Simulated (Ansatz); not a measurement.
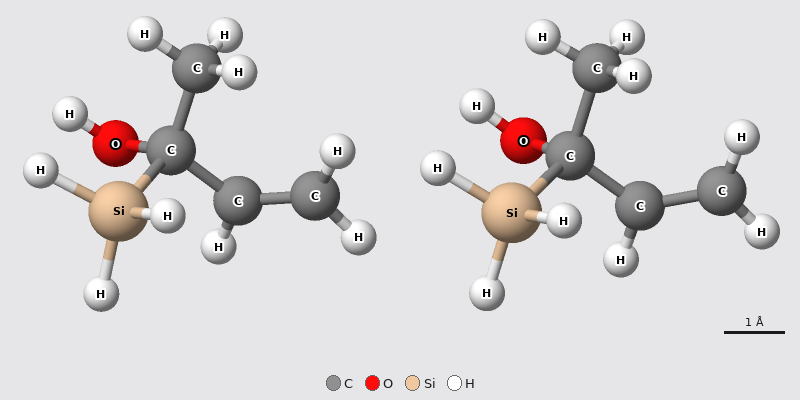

Two geometries of C4H10OSi, drawn at one scale. One is the start of a relaxation, the other its converged end. Style: ball-and-stick. Shown at a tilt.

Level of theory: RKS PBE0/cc-pVDZ in Ansatz 0.2.0. Settings: no spin polarisation; force threshold 0.015 eV/Å; at most 40 steps.

**Which of the two is the end point?**

The left one is the relaxed one. The run prepares an end point of a later path (torsion) calculation, from a guessed geometry. The energy falls by 11.9 kcal/mol in 11 accepted moves (12 points after the start). The largest force component goes from 4.1 to 0.012 eV/Å. The line search rejected the trial step at point 4 of the run. The atom that moves furthest after the best rigid fit is an H atom (0.42 Å). Largest moves by element: H 0.42 Å, C 0.18 Å, O 0.16 Å, Si 0.13 Å. Near-neighbour distances that change, for instance: C–C 1.646 → 1.522 Å, C–C 1.401 → 1.335 Å, C–Si 1.997 → 1.934 Å, C–H 1.056 → 1.092 Å. Bond angles that change, for instance: O–C–Si 114.2° → 107.1°, H–C–H 121.7° → 116.9°, C–C–Si 107.5° → 112.0°. The run took 87 s on 2 threads of Intel(R) Xeon(R) Platinum 8259CL CPU @ 2.50GHz (Skylake/Cascade Lake) (shared host), peak memory 0.41 GiB.
